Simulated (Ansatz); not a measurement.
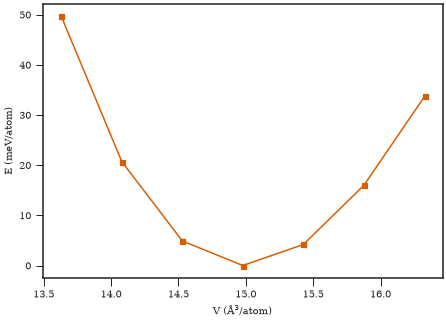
Figure: Ag$_{5}$Pb$_{2}$O$_{6}$ in space group P-31m (No. 162; Ag on 2e, Ag on 3f, Pb on 2d, O on 6k) under volume change, DFT-PBEsol in the program Ansatz with PAW potentials, shape and atoms relaxed at each volume.

Problem. What does a third-order Birch–Murnaghan fit give for V₀, B₀ and B′?

Solution. V₀ = 14.98 Å³/atom, B₀ = 107 GPa, B′ = 5.4.

The workflow started from a Materials Project entry (that database holds measured and hypothetical structures alike); the Crystallography Open Database files this formula in space group No. 162, but the cells were not matched. Whether it is the stable phase at ambient conditions was not checked. The cell was relaxed with PBEsol under the symmetry of its start; its stability against distortions is not shown here. The run is not spin-polarised. Scalar-relativistic: spin–orbit coupling is off unless named, which matters more the heavier the elements.

Potentials: the later of the program's two PAW sets.
